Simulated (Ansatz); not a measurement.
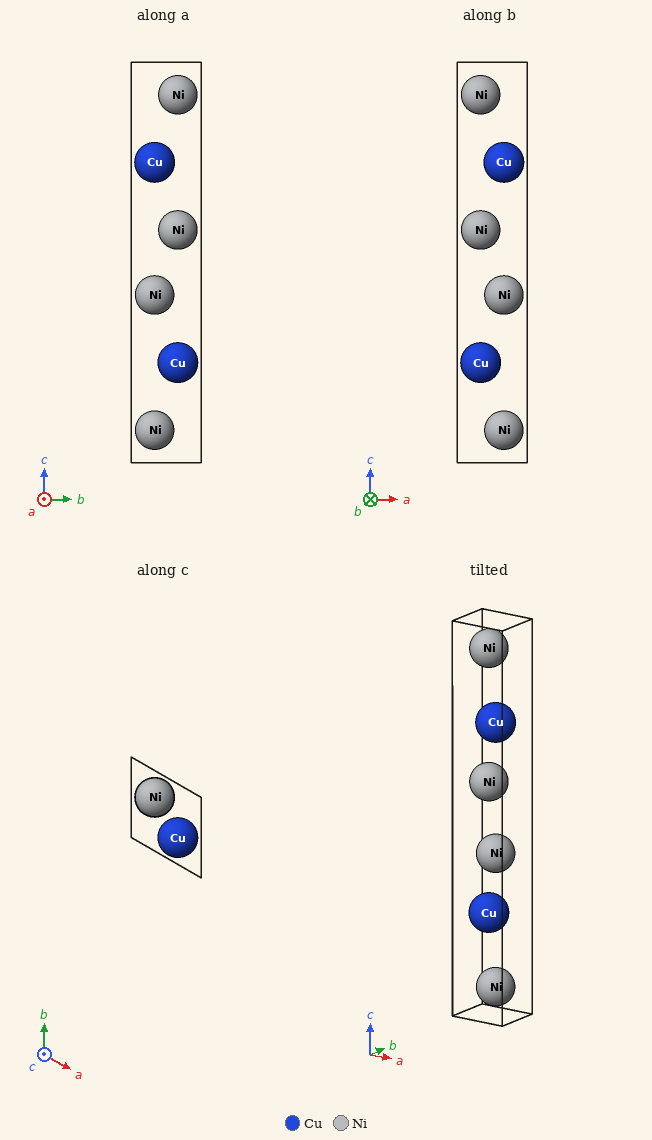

Crystal structure, spheres-only style, seen along the a axis, along the b axis, along the c axis and slightly off an axis. The edges of the conventional unit cell are marked.

Lattice parameters: a = 2.4998 Å, b = 2.4998 Å, c = 12.4412 Å, α = 90.000°, β = 90.000°, γ = 120.000°.

Convert the drawing into a CIF with its space group and independent sites, with free fractional coordinates to two decimals.

Answer.
```cif
data_structure
_symmetry_space_group_name_H-M 'P 63/m m c'
_symmetry_Int_Tables_number 194
_cell_length_a 2.4998
_cell_length_b 2.4998
_cell_length_c 12.4412
_cell_angle_alpha 90.000
_cell_angle_beta 90.000
_cell_angle_gamma 120.000
_cell_volume 67.33
loop_
_atom_site_label
_atom_site_type_symbol
_atom_site_symmetry_multiplicity
_atom_site_Wyckoff_symbol
_atom_site_fract_x
_atom_site_fract_y
_atom_site_fract_z
_atom_site_occupancy
Cu1 Cu 2 c 0.3333 0.6667 0.25 1
Ni1 Ni 4 f 0.3333 0.6667 0.92 1
```

The cell started as a structure type filled with these elements by a generator (whether the compound takes this form wasn't checked). The structure drawn was relaxed with DFT PBE, scalar-relativistic, plane waves, PAW (Ansatz 0.2.0).
